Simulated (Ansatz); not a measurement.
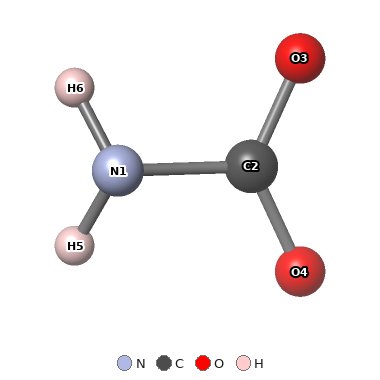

The system is CH2NO2, SMILES NC(=O)[O-], charge −1; the picture shows the reference structure. Coordinates scanned: (1) umbrella angle at N1 (between each of its bonds and their common axis; 90 is planar); (2) change of the bonds N1–C2, N1–H5, N1–H6, all alike. Nothing is relaxed (all other coordinates rigid). Grid: 15 × 15 points. Points are written as (first, second). Energies are in kcal/mol, from the relaxed molecule at the same level. Method: RKS PBE0-D4/def2-TZVPD (Ansatz 0.2.0).

Its coordinates:

```yaml
atoms:
  - { symbol: N, position_ang: [0.7512, 0.1278, 0.2133] }
  - { symbol: C, position_ang: [-0.5597, 0.0136, -0.3931] }
  - { symbol: O, position_ang: [-1.3303, 0.9678, -0.1639] }
  - { symbol: O, position_ang: [-0.7323, -1.0109, -1.0839] }
  - { symbol: H, position_ang: [1.1573, -0.7830, 0.3726] }
  - { symbol: H, position_ang: [0.7138, 0.6847, 1.0550] }
```

Range: umbrella angle at N1 (between each of its bonds and their common axis; 90 is planar) from 60.6 to 119.4°; change of the bonds N1–C2, N1–H5, N1–H6, all alike from −0.127 to 0.197 Å.

### Predict the map.

The lowest grid point is at (106.8°, −0.012 Å), 0.18 kcal/mol from the relaxed molecule at the same level; the map holds 2 wells of about this depth. The highest grid point, (119.4°, −0.127 Å), lies 42.8 kcal/mol above the lowest. On the interpolated surface the easiest way out of the lowest well to the well at about (72°, 0.00 Å) passes a barrier of about 1.9 kcal/mol, counted from the interpolated bottom of the well. Round the minimum the valley is somewhat tilted: raising the first coordinate shifts the best value of the second coordinate upwards (coupling k₁₂/√(k₁₁k₂₂) about −0.3).

| second ↓, first → | 60.6 | 64.8 | 69.0 | 73.2 | 77.4 | 81.6 | 85.8 | 90.0 | 94.2 | 98.4 | 102.6 | 106.8 | 111.0 | 115.2 | 119.4 |
| --- | --- | --- | --- | --- | --- | --- | --- | --- | --- | --- | --- | --- | --- | --- | --- |
| 0.197 | 31.7 | 31.5 | 32.9 | 35.3 | 38.0 | 40.5 | 42.3 | 42.9 | 42.2 | 40.4 | 37.8 | 35.1 | 32.7 | 31.4 | 31.6 |
| 0.173 | 26.0 | 25.4 | 26.5 | 28.6 | 31.1 | 33.4 | 35.0 | 35.6 | 34.9 | 33.3 | 30.9 | 28.4 | 26.3 | 25.3 | 25.9 |
| 0.150 | 20.9 | 20.0 | 20.8 | 22.6 | 24.8 | 27.0 | 28.4 | 28.9 | 28.4 | 26.8 | 24.7 | 22.4 | 20.6 | 19.9 | 20.8 |
| 0.127 | 16.4 | 15.1 | 15.5 | 17.0 | 19.0 | 21.0 | 22.3 | 22.8 | 22.2 | 20.8 | 18.9 | 16.9 | 15.4 | 15.0 | 16.3 |
| 0.104 | 12.5 | 10.8 | 10.8 | 12.0 | 13.8 | 15.5 | 16.7 | 17.1 | 16.7 | 15.4 | 13.6 | 11.9 | 10.7 | 10.7 | 12.4 |
| 0.081 | 9.3 | 7.2 | 6.9 | 7.7 | 9.2 | 10.7 | 11.8 | 12.2 | 11.8 | 10.6 | 9.1 | 7.6 | 6.7 | 7.1 | 9.2 |
| 0.058 | 7.0 | 4.4 | 3.7 | 4.3 | 5.4 | 6.7 | 7.7 | 8.0 | 7.6 | 6.6 | 5.3 | 4.1 | 3.6 | 4.3 | 6.9 |
| 0.035 | 5.7 | 2.7 | 1.5 | 1.7 | 2.6 | 3.7 | 4.5 | 4.8 | 4.5 | 3.6 | 2.5 | 1.6 | 1.4 | 2.6 | 5.7 |
| 0.012 | 5.6 | 2.1 | 0.5 | 0.3 | 0.9 | 1.8 | 2.5 | 2.7 | 2.4 | 1.7 | 0.8 | 0.2 | 0.4 | 2.0 | 5.6 |
| −0.012 | 7.0 | 2.9 | 0.9 | 0.3 | 0.6 | 1.2 | 1.7 | 1.9 | 1.7 | 1.1 | 0.5 | 0.2 | 0.8 | 2.8 | 7.0 |
| −0.035 | 9.9 | 5.3 | 2.8 | 1.8 | 1.8 | 2.1 | 2.5 | 2.7 | 2.5 | 2.1 | 1.7 | 1.7 | 2.7 | 5.2 | 9.9 |
| −0.058 | 14.7 | 9.5 | 6.5 | 5.1 | 4.7 | 4.9 | 5.1 | 5.2 | 5.1 | 4.8 | 4.7 | 5.0 | 6.4 | 9.4 | 14.7 |
| −0.081 | 21.6 | 15.7 | 12.3 | 10.5 | 9.8 | 9.6 | 9.7 | 9.8 | 9.7 | 9.6 | 9.7 | 10.4 | 12.2 | 15.7 | 21.6 |
| −0.104 | 30.9 | 24.4 | 20.4 | 18.2 | 17.1 | 16.8 | 16.7 | 16.7 | 16.7 | 16.8 | 17.1 | 18.2 | 20.4 | 24.4 | 30.9 |
| −0.127 | 42.9 | 35.9 | 31.3 | 28.7 | 27.3 | 26.7 | 26.4 | 26.4 | 26.4 | 26.6 | 27.2 | 28.6 | 31.3 | 35.9 | 43.0 |

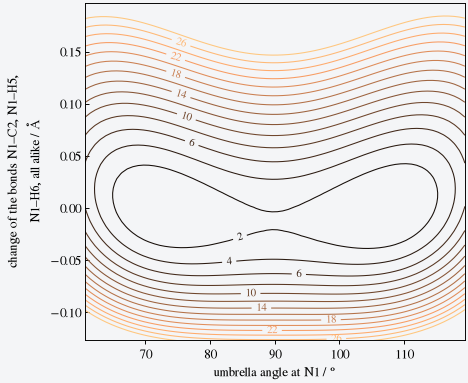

The picture shows contour lines labelled in kcal/mol (none above 28). Between grid points the surface is interpolated.

Each point was launched as `ansatz run input.yaml --threads 1 --pin off --max-ram 2560MiB --backend cpu --events-out ev --progress --plain --runs-dir out`. The whole map (225 points run) took 32 min on 1 thread of Arm Neoverse N1 (shared host).
